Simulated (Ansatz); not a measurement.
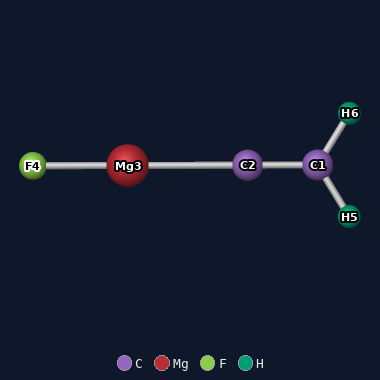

The system is C₂H₂FMg, SMILES C=[C+][Mg][F], charge +1; the picture shows the reference structure. The first coordinate is: bond length C1–C2; the second: bond length C2–Mg3. Nothing is relaxed (all other coordinates rigid). The grid has 13 × 13 points. Points are written as (first, second). All energies are given in kJ/mol relative to the relaxed molecule at the same level. The reference is spin-restricted, which grows unreliable where a bond is stretched far. The calculation used RKS PBE0-D4/def2-TZVP (Ansatz 0.2.0).

Its coordinates:

```xyz
6

C    -0.6092    1.3068   -0.1687
C    -0.0776    0.1669   -0.0209
Mg    0.8332   -1.7864    0.2313
F     1.5531   -3.3316    0.4309
H    -1.1698    1.5626   -1.0778
H    -0.5298    2.0818    0.6052
```

Range: bond length C1–C2 from 1.038 to 1.900 Å; bond length C2–Mg3 from 1.866 to 3.038 Å.

What landscape does the calculation give?

Answer. The lowest grid point is at (1.254 Å, 2.159 Å), 0.6 kJ/mol from the relaxed molecule at the same level. No other kind of well shows on this grid. The highest grid point, (1.900 Å, 3.038 Å), lies 566 kJ/mol above the lowest.

| bond length C2–Mg3 ↓, bond length C1–C2 → | 1.038 | 1.110 | 1.182 | 1.254 | 1.325 | 1.397 | 1.469 | 1.541 | 1.613 | 1.684 | 1.756 | 1.828 | 1.900 |
| --- | --- | --- | --- | --- | --- | --- | --- | --- | --- | --- | --- | --- | --- |
| 3.038 | 412 | 226 | 132 | 100 | 107 | 141 | 191 | 250 | 314 | 379 | 443 | 507 | 567 |
| 2.940 | 398 | 212 | 119 | 87 | 95 | 129 | 179 | 238 | 303 | 367 | 432 | 496 | 556 |
| 2.843 | 383 | 198 | 105 | 73 | 81 | 116 | 166 | 226 | 291 | 355 | 421 | 484 | 545 |
| 2.745 | 368 | 184 | 91 | 59 | 68 | 103 | 153 | 214 | 278 | 343 | 409 | 472 | 533 |
| 2.647 | 353 | 169 | 77 | 46 | 55 | 90 | 141 | 201 | 266 | 331 | 397 | 461 | 522 |
| 2.550 | 339 | 156 | 63 | 33 | 42 | 77 | 129 | 189 | 254 | 320 | 386 | 450 | 511 |
| 2.452 | 326 | 143 | 51 | 21 | 30 | 66 | 117 | 178 | 244 | 309 | 375 | 439 | 501 |
| 2.354 | 315 | 132 | 40 | 10 | 20 | 56 | 108 | 169 | 234 | 300 | 366 | 431 | 492 |
| 2.257 | 306 | 124 | 33 | 3 | 13 | 49 | 101 | 162 | 228 | 294 | 360 | 425 | 486 |
| 2.159 | 303 | 121 | 30 | 1 | 11 | 47 | 99 | 161 | 226 | 292 | 359 | 423 | 485 |
| 2.061 | 307 | 125 | 35 | 6 | 16 | 52 | 105 | 166 | 232 | 298 | 364 | 429 | 491 |
| 1.964 | 323 | 141 | 51 | 21 | 32 | 68 | 121 | 182 | 248 | 314 | 380 | 445 | 506 |
| 1.866 | 354 | 172 | 82 | 53 | 64 | 100 | 153 | 214 | 279 | 345 | 411 | 476 | 537 |

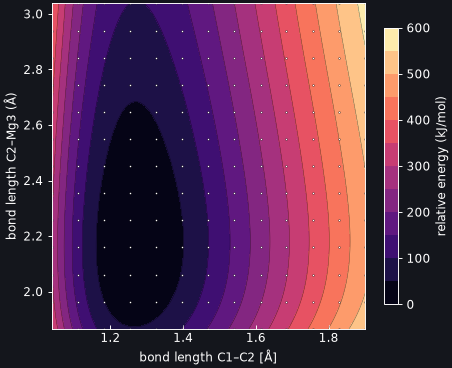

The picture shows filled contours, dots at the grid points. Between grid points the surface is interpolated.

Time for the 169 points that were run: 11 min on 1 thread of Arm Neoverse V1 (shared host).
